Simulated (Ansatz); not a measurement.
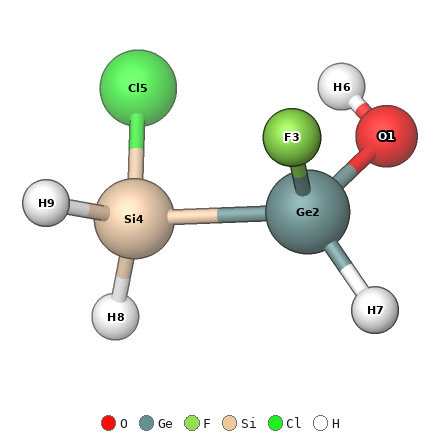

The system is ClFGeH₄OSi, SMILES [OH][GeH]([F])[SiH2]Cl; the picture shows the reference structure. The first coordinate is: dihedral H6–O1–Ge2–Si4; the second: dihedral O1–Ge2–Si4–Cl5. Nothing is relaxed (all other coordinates rigid). The grid has 8 × 8 points. Energies: kJ/mol, counted from the relaxed molecule at the same level. Theory: RKS SPW92 (LDA)/def2-TZVP (Ansatz).

Its coordinates:

```xyz
9

O     1.2199    1.4959   -0.6432
Ge    1.1067   -0.1958   -0.1703
F     1.8009   -0.3547    1.4218
Si   -1.2063   -0.6301    0.1236
Cl   -1.9486    1.2718    0.4188
H     0.4536    1.9954   -0.2944
H     2.0365   -0.9732   -1.1145
H    -1.8646   -1.2022   -1.0885
H    -1.5096   -1.4533    1.3296
```

Range: dihedral H6–O1–Ge2–Si4 from −180 to 135°; dihedral O1–Ge2–Si4–Cl5 from −180 to 135°.

Q: Predict the map.

A: The lowest grid point is at dihedral H6–O1–Ge2–Si4 = 45°, dihedral O1–Ge2–Si4–Cl5 = −45°, 2.4 kJ/mol from the relaxed molecule at the same level. The bottom of the well lies between grid points, at about dihedral H6–O1–Ge2–Si4 = 20°, dihedral O1–Ge2–Si4–Cl5 = −15°, about 0.69 kJ/mol lower on the interpolated surface. Higher local minima lie near dihedral H6–O1–Ge2–Si4 = −180°, dihedral O1–Ge2–Si4–Cl5 = −180° (7.4 kJ/mol above the lowest at that grid point); dihedral H6–O1–Ge2–Si4 = −180°, dihedral O1–Ge2–Si4–Cl5 = 90° (7.5 kJ/mol above the lowest at that grid point); dihedral H6–O1–Ge2–Si4 = −180°, dihedral O1–Ge2–Si4–Cl5 = −45° (9.3 kJ/mol above the lowest at that grid point). The highest grid point, dihedral H6–O1–Ge2–Si4 = −45°, dihedral O1–Ge2–Si4–Cl5 = −135°, lies 27.4 kJ/mol above the lowest. On the interpolated surface the easiest way out of the lowest well to the well at dihedral H6–O1–Ge2–Si4 = −180°, dihedral O1–Ge2–Si4–Cl5 = −45° passes a barrier of about 12 kJ/mol, counted from the interpolated bottom of the well. Round the minimum the valley is strongly tilted: raising dihedral H6–O1–Ge2–Si4 shifts the best value of dihedral O1–Ge2–Si4–Cl5 downwards (coupling k₁₂/√(k₁₁k₂₂) about 0.7).

| dihedral O1–Ge2–Si4–Cl5 ↓, dihedral H6–O1–Ge2–Si4 → | −180 | −135 | −90 | −45 | 0 | 45 | 90 | 135 |
| --- | --- | --- | --- | --- | --- | --- | --- | --- |
| 135 | 10.9 | 14.8 | 24.7 | 26.3 | 18.8 | 14.9 | 16.9 | 15.4 |
| 90 | 9.9 | 11.7 | 20.3 | 22.5 | 15.3 | 10.5 | 14.1 | 14.8 |
| 45 | 11.3 | 12.7 | 18.2 | 15.2 | 9.7 | 9.3 | 13.3 | 14.7 |
| 0 | 13.3 | 16.2 | 23.6 | 18.7 | 3.1 | 5.3 | 14.7 | 17.0 |
| −45 | 11.8 | 14.8 | 23.4 | 23.5 | 10.0 | 2.4 | 10.2 | 14.0 |
| −90 | 12.4 | 17.3 | 26.6 | 26.7 | 17.7 | 12.0 | 14.5 | 14.9 |
| −135 | 12.0 | 16.8 | 28.0 | 29.8 | 19.9 | 14.3 | 17.1 | 16.3 |
| −180 | 9.8 | 13.9 | 24.1 | 26.9 | 20.0 | 13.4 | 14.4 | 13.6 |

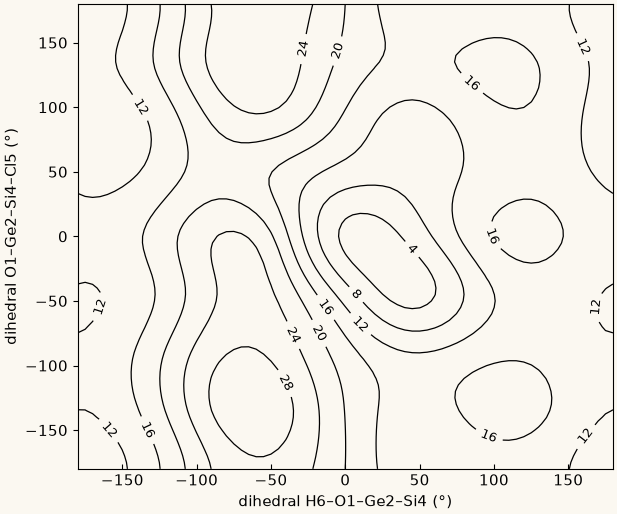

Drawn: contour lines labelled in kJ/mol (none above 32). Between grid points the surface is interpolated.

Time for the 64 points that were run: 11 min on 1 thread of Arm Neoverse V1, on a shared host.
